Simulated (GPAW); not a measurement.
Consider ZrS (Fm-3m).

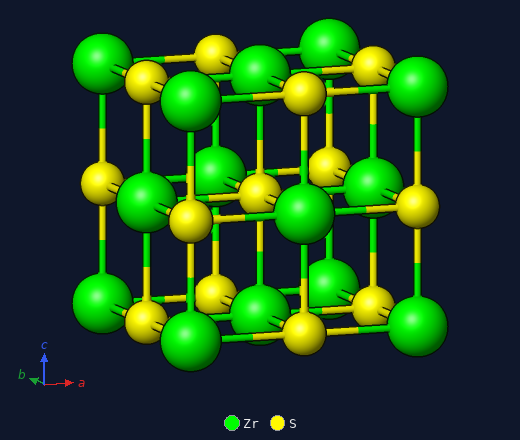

The structure (zirconium green, sulfur yellow). Some periodic images of atoms are drawn too.

```
Zr S
1.0
     0.00000    2.62500    2.62500
     2.62500    0.00000    2.62500
     2.62500    2.62500    0.00000
Zr S
1 1
Direct
  0.00000 0.00000 0.00000
  0.50000 0.50000 0.50000
```

Absorber: atom 1, with 6 S at 2.62 Å (octahedral, site symmetry m-3m). Method: GPAW, LDA, excited-electron core hole (neutral cell), 16-atom cell with 7.4 Å between holes, 4×4×4 k points, dipole transitions, Gaussian full width 1.57 eV up to 4 eV, rising linearly to 3.5 eV at 25 eV.

The database entry behind the starting cell differs from later determinations by our own check (an axis about 1.9 % long against later determinations), so it need not match the best structure at ambient conditions.

Question: Predict the near-edge structure at the Zr L₃ edge.

Main maxima up to 30 eV above the zero (height): 1.0 eV (4.29), 7.8 eV (0.97), 17.6 eV (0.64) and 29.2 eV (0.69). At an L edge the dipole rule selects empty d (and weakly s) states on the absorber, and the strong line at the onset measures the empty part of its d band. 

The Zr L₃ spectrum (energy from the lowest empty level; intensity scaled to a mean of 1 over the first 20 eV):

```csv
E (eV),intensity
-2.0,0.01
-0.5,1.25
1.0,4.29
2.5,1.97
4.0,0.66
5.5,0.58
7.0,0.86
8.5,0.90
10.0,0.69
11.5,0.54
13.0,0.36
14.5,0.41
16.0,0.58
17.5,0.64
19.0,0.56
20.5,0.42
22.0,0.44
23.5,0.49
25.0,0.47
26.5,0.53
28.0,0.65
29.5,0.69
31.0,0.58
```

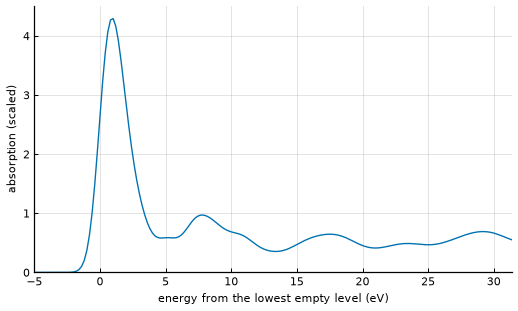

The Zr L₃ edge.

Only the L₃ part is meant: spin–orbit coupling of the core level isn't computed and the L₂ copy isn't added. The script folds with a Gaussian, whereas the core hole's own line is a Lorentzian, so the onset is too steep and the first peak too high. The unit cell's mesh shows no gap over 0.35 eV. That is right for a metallic compound; for a small-gap or correlated insulator it would be the fault of the functional or of the assumed magnetic order, and the hole would be screened too well. The structure is a published determination, not relaxed.

[Banner, clock and machine lines of the logs are left out without a mark of their own.]

[Logs are printed without paths, hosts, clocks, repeated set-up lines and the standing remarks that a program may print on its own settings, such as how far it seeks lower states.]

[Hosts, paths, dates, database ids (printed as entryN), source tags and the programs' standing remarks are cut or masked in the printed files.]

[Lists of maxima count a maximum above −3 eV only where it reaches 4 % of the highest in the window and stands out from its surroundings by 2 % of it (1.5 % where it reaches 55 %); shoulders and weaker maxima are passed over, and of the rest the first, up to two pre-edge ones and the few strongest are named.]
